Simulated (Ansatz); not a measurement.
Input file:

```
crystal:
  periodic: [false, false, false]
  atoms:
    - { symbol: Sn, position_ang: [-0.464299, 0.146622, -0.693463] }
    - { symbol: H, position_ang: [0.175702, 1.065863, 2.030043] }
    - { symbol: C, position_ang: [1.633257, -0.299297, -0.38129] }
    - { symbol: H, position_ang: [1.70738, -1.221691, 0.226104] }
    - { symbol: H, position_ang: [2.138393, -0.456638, -1.353114] }
    - { symbol: H, position_ang: [2.12191, 0.530177, 0.162945] }
    - { symbol: H, position_ang: [-0.841321, 1.82774, -0.601309] }
    - { symbol: H, position_ang: [-1.035121, -0.535981, -2.1926] }
    - { symbol: O, position_ang: [-1.51282, -0.719398, 0.754182] }
    - { symbol: H, position_ang: [-2.007912, -1.492271, 0.422523] }
    - { symbol: H, position_ang: [-0.294768, 0.525174, 2.117379] }
basis:
  gaussian: { orbitals: def2-SVP }
hamiltonian:
  xc: pbe
  dispersion: d4
relax:
  f_tol: 0.03
  max_steps: 50
output:
  orbitals: {}
```

Launched as:

```sh
ansatz run input.yaml --threads 2 --pin off --max-ram 3072MiB --backend cpu --events-out ev --progress --plain --runs-dir out
```

The fields are those of the run's last geometry, not of the input's.

Core potentials replace the inner electrons of Sn.

All numbers below come from RKS PBE-D4/def2-SVP (Ansatz 0.2.0).

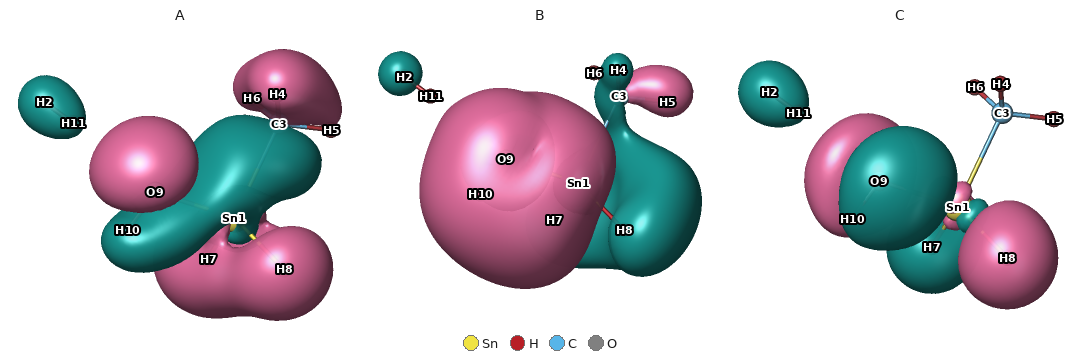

CH6OSn···H2. Three frontier orbitals at ±0.06 Å⁻³ᐟ² (teal and pink are the two phases), in no order.

Which picture is the HOMO−1, the HOMO and the LUMO?

Answer. A is the HOMO−1 (−7.15 eV). By Hirshfeld shares it lies mainly on O9 (about 40 %), Sn1 (about 20 %), C3 (about 15 %), H7 (about 10 %) and H8 (about 5 %). C is the HOMO (−6.20 eV). Its weight (Hirshfeld) is mainly on O9 (about 75 %) and Sn1 (about 10 %); largely a lone pair of O9. B is the LUMO (−0.95 eV). By Hirshfeld shares it lies mainly on Sn1 (about 50 %), O9 (about 20 %), H10 (about 10 %) and H7 (about 5 %).

What is the HOMO–LUMO gap?

Answer. 5.25 eV between the orbital energies.
